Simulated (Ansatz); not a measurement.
ClH₄InSi (SMILES [SiH3][InH][Cl])

Input file:

```
crystal:
  periodic: [false, false, false]
  atoms:
    - {symbol: Cl, position_ang: [-3.592523, -0.473385, -1.232180]}
    - {symbol: In, position_ang: [-2.222549, -0.784716, 0.706966]}
    - {symbol: Si, position_ang: [0.109231, 0.288479, 0.394206]}
    - {symbol: H, position_ang: [0.783665, -0.339629, -0.795114]}
    - {symbol: H, position_ang: [-0.059160, 1.761399, 0.137374]}
    - {symbol: H, position_ang: [0.979970, 0.099372, 1.607156]}
    - {symbol: H, position_ang: [-3.080984, -1.672759, 1.931165]}
basis:
  gaussian: {orbitals: def2-TZVPD}
hamiltonian: {xc: pbe0}
output: {forces: true, orbitals: {seedname: orbitals}}
```

Run with:

```sh
ansatz run input.yaml --threads 1 --pin off --max-ram 2610MiB --events-out events.jsonl --progress --plain --runs-dir runs
```

Geometry: PBE-D3(BJ)/def2-SVP; core potentials replace the inner electrons of In.

Method: Ansatz, isolated molecule in a Gaussian basis; Kohn-Sham density functional theory, functional PBE0.

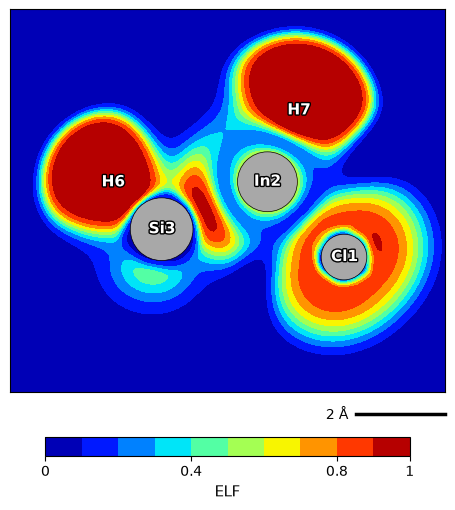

Figure 1. Electron localisation function on the plane of atoms Cl1, In2 and H7. Grey discs cover the atomic cores.

**What does the map show?**

- The plane passes through Cl, In, Si and H nuclei.
- In–Cl (2.39 Å): the ELF peaks at about 0.80 in the valence shell of Cl, 0.8 Å from its nucleus, and drops to about 0.15 between the two atoms.
- In–Si (2.59 Å): the ELF peaks at about 0.95 between the atoms; a shared electron pair.
- Si–H (1.51 Å): the ELF climbs to about 1 towards the hydrogen, as it does in any bond to H.
- In–H (1.74 Å): the ELF climbs to about 1 towards the hydrogen.
- The ELF also peaks beside Cl1, away from the bonds: lone-pair regions.

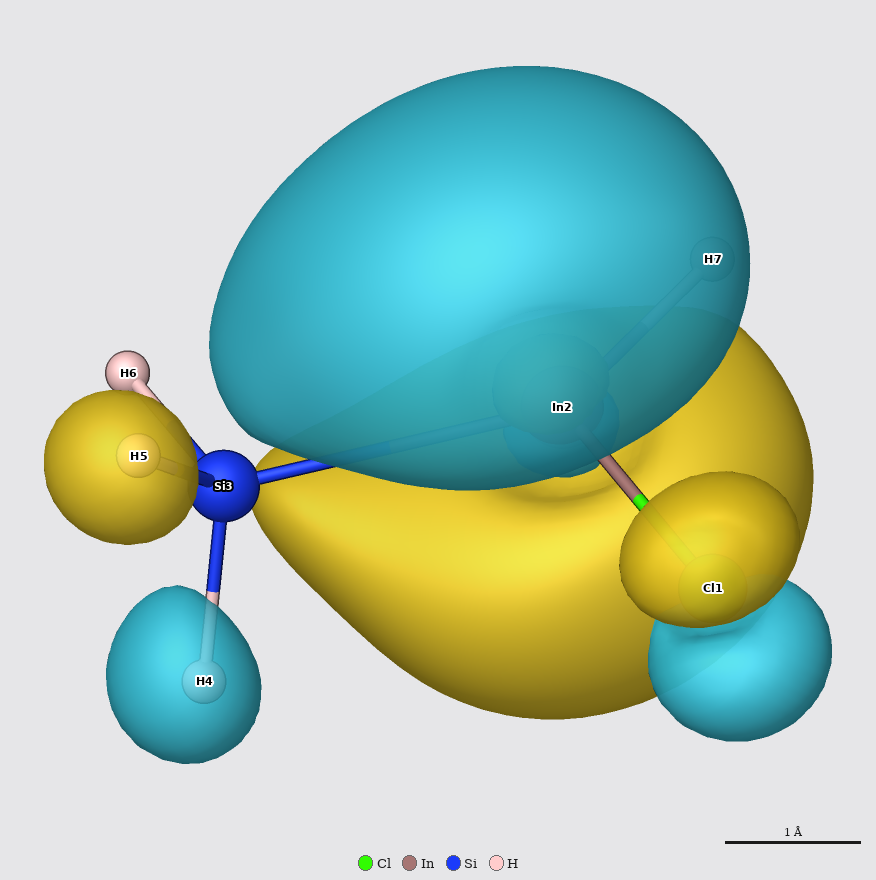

Figure 2. The LUMO at ±0.08 Å⁻³ᐟ² (yellow and cyan are the two phases), seen at an oblique angle.

**Where does this orbital lie, and at what energy?**

Its weight (Hirshfeld) is mainly on In2 (about 70 %) and Si3 (about 15 %). Its energy is −2.26 eV.

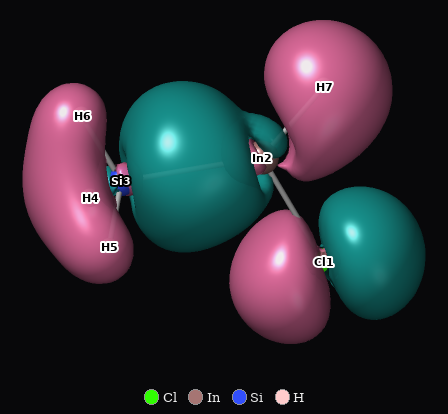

Figure 3. One frontier orbital at ±0.06 Å⁻³ᐟ² (teal and pink are the two phases), seen at a tilt.

**Which orbital is it: HOMO or LUMO?**

The HOMO, at −7.75 eV. Its weight (Hirshfeld) is mainly on Cl1 (about 35 %), Si3 (about 25 %), In2 (about 20 %) and H7 (about 15 %).
